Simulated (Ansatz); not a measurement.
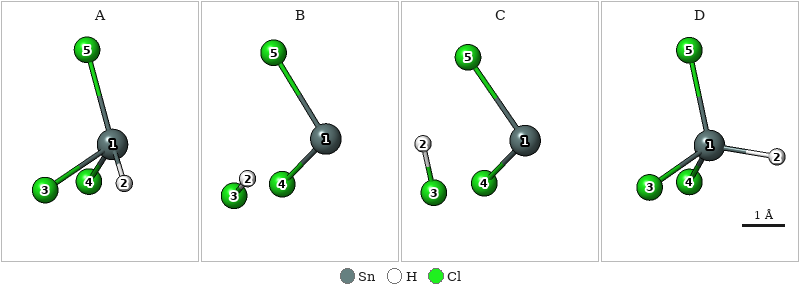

4 geometries from a converged minimum-energy path of SnHCl3, shuffled. The picture is a ball-and-stick view, seen from a free direction.

All numbers below come from RKS PBE-D4/def2-SVPD in Ansatz. Settings: 5 movable images; climbing image; force threshold 0.05 eV/Å; iteration limit 60; starting path through a guess of the saddle point.

One of them is the converged climbing image. Which?

Answer. A. In order along the path, whose images run from 0 to 6: D (image 0, 0.00 eV), A (image 2, +1.31 eV), B (image 4, −0.17 eV), C (image 5, −0.23 eV). A hydrogen atom shifts from one atom to another. Breaking: Sn1–H2 (1.71 → 1.78 at the top → 2.71 Å). Forming: H2–Cl3 (3.37 → 1.94 at the top → 1.37 Å).

The run took 77 s on 4 threads of Intel(R) Xeon(R) Platinum 8488C (Sapphire Rapids) (shared host), peak memory 0.21 GiB.
